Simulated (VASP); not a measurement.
Given:

```xyz
2
Lattice="0.0000 2.7280 2.7280 2.7280 0.0000 2.7280 2.7280 2.7280 0.0000" Properties=species:S:1:pos:R:3 pbc="T T T"
Ga     2.7280     5.4560     2.7280
P      1.3640     1.3640     1.3640
```

The numbers are results of revTPSS meta-GGA, VASP's PBE PAW potentials (set 64) (plane waves; VASP 6.6.1), not measurements. Settings: 520 eV cut-off, 9×9×9 Γ-centred mesh, tetrahedra with Blöchl corrections, potentials Ga_d P.

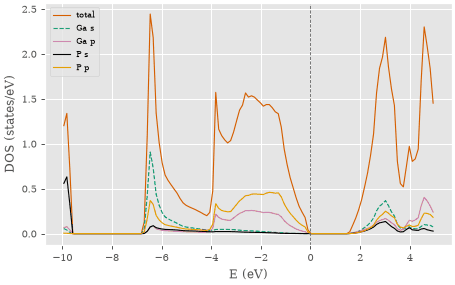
Figure: Total and projected density of states, zero at the valence-band maximum

Within 2 eV below the valence-band maximum the largest weight inside VASP's projection spheres is P p, then Ga p.

The gap is indirect, 1.55 eV, from the valence maximum at Γ to the conduction minimum at (0.44, 0.44, 0.00).

The compound is GaP in the zinc blende structure. It was relaxed first.
